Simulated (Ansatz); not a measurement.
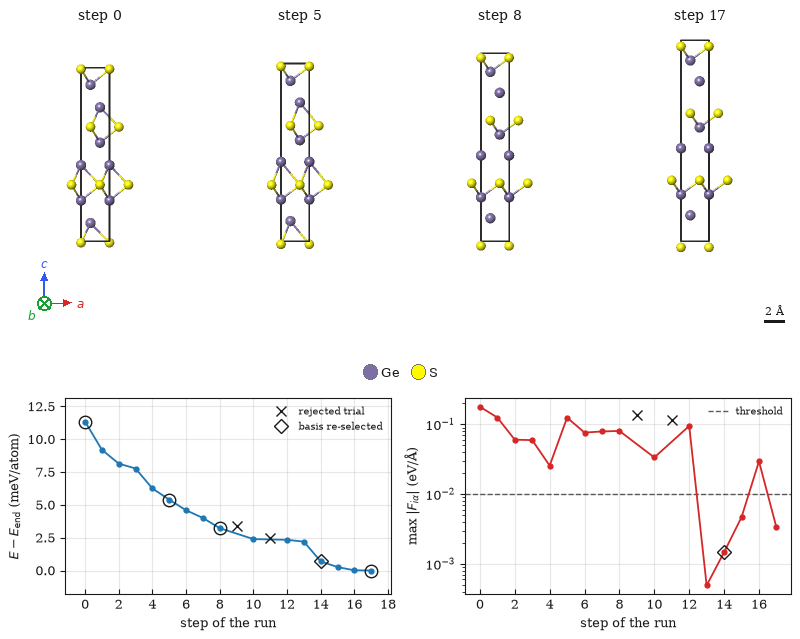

Frames of a relaxation of a crystal of Ge2S (built on the 3R molybdenite_160 type), marked on the history of the run. The picture is a ball-and-stick view of the conventional cell (3 times the calculation's cell), seen along the b axis. Lengths and directions refer to the drawn axes.

Case: 3R molybdenite type (R3m, No. 160).

The calculation used DFT PBE, scalar-relativistic, plane waves, PAW in Ansatz 0.2.0. (plane-wave cutoff 420 eV; k-point mesh 18 × 18 × 18; occupations gaussian; smearing width 0.1 eV; no spin polarisation; cell and atoms relaxed; force threshold 0.01 eV/Å; at most 80 steps)

Describe the path.

Answer. The run was cut off at its time limit before the program reported convergence, but its last step already meets the force threshold: the largest component is 0.0033 eV/Å against 0.01 eV/Å. The pressure is within 0.01 GPa of its target. After 14 accepted moves (17 points after the start) the energy has fallen by 11.3 meV per atom. Largest force component: 0.18 eV/Å at the start, 0.0033 eV/Å at the end. Pressure: 0.25 GPa at the start and 0.00 GPa at the end. The line search rejected the trial steps at points 9, 11 of the run. At 1 point the geometry stayed and the basis and grid were re-selected for the new cell (energy shift of 1.5 meV per atom at most each time). The atom that moves furthest relative to the cell is a Ge atom (0.50 Å along +c). Largest moves by element: Ge 0.50 Å, S 0.46 Å. The drawn cell changes as follows: a = b 3.376 → 3.314 Å (−1.8 %), c 17.818 → 20.634 Å (+15.8 %); the volume changes by +11.6 %. Some distances before and after: Ge–S 2.808 → 3.814 Å, Ge–S 2.527 → 2.395 Å. Bond angles that change, for instance: S–Ge–S 83.8° → 87.5°, Ge–S–Ge 83.8° → 87.5°. The space group stays R3m (No. 160). From step 0 to 5: the S atom moves most (0.16 Å), volume +1.4 %, energy −5.9 meV per atom. From step 5 to 8: a Ge atom moves most (0.18 Å), volume +4.0 %, energy −2.2 meV per atom. From step 8 to 17: a Ge atom moves most (0.14 Å), volume +5.9 %, energy −3.2 meV per atom.
